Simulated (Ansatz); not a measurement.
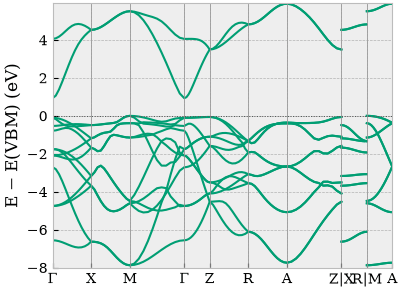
Figure: Band structure from plane-wave PAW PBEsol (Ansatz code)

**Question.** Read off the gap and where the band edges lie.

**Answer.** About 0.9 eV (0.93 eV by a search for the band edges); maximum at M, minimum at Γ.

The material is SnO2 in space group P4_2/nmc (No. 137; Sn on 2a, O on 4d).

A made-up cell: these elements were put on the sites of a structure type; neither database checked (COD, Materials Project) lists it. It is not the phase usual at ambient conditions (space group No. 136). The cell was relaxed with PBEsol under the symmetry of its start. At this level the phase is mechanically unstable. Spin–orbit coupling is left out wherever it is not named.

Potentials: the later of the program's two PAW sets.
